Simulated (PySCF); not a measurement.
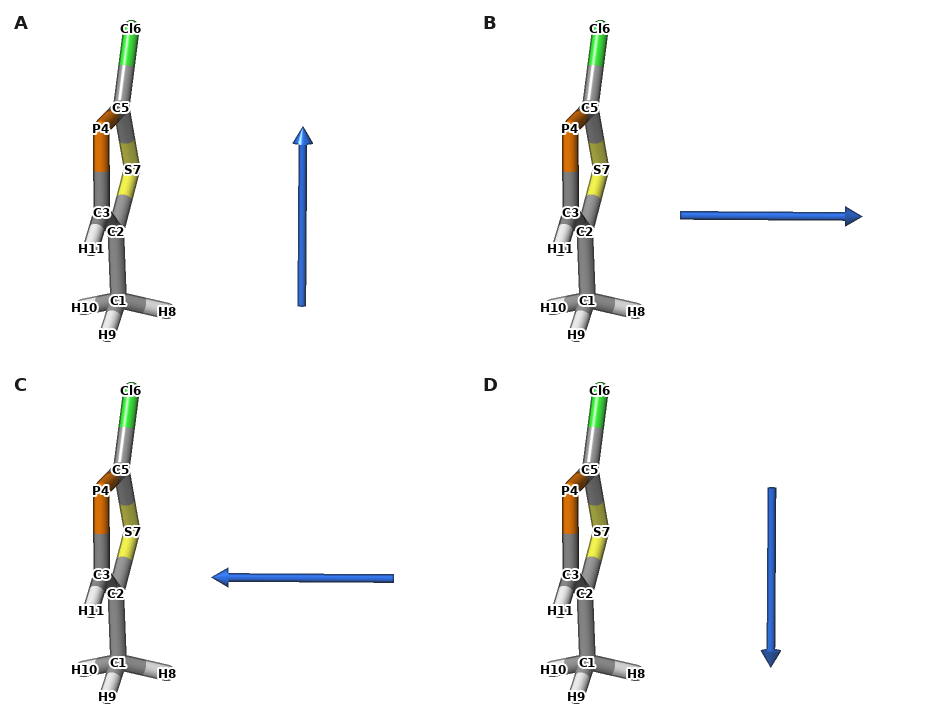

The same molecule four times, each with an arrow. Computed geometry: GFN2-xTB optimisation. No frequency run is at hand to confirm it as a minimum. Level of theory: PBE0/def2-SVPD, gas phase (PySCF 2.14.0).

Question: Which arrow points along the dipole moment, from the negative to the positive end?

Answer: D. The dipole moment is 2.94 D; it points from the side of Cl6 to the side of H9 (the outermost atoms at the two ends).

The geometry is semi-empirical. Around P such bond lengths and angles can be off by a tenth of an ångström or more and by several degrees, and values that hang on the shape move with them.
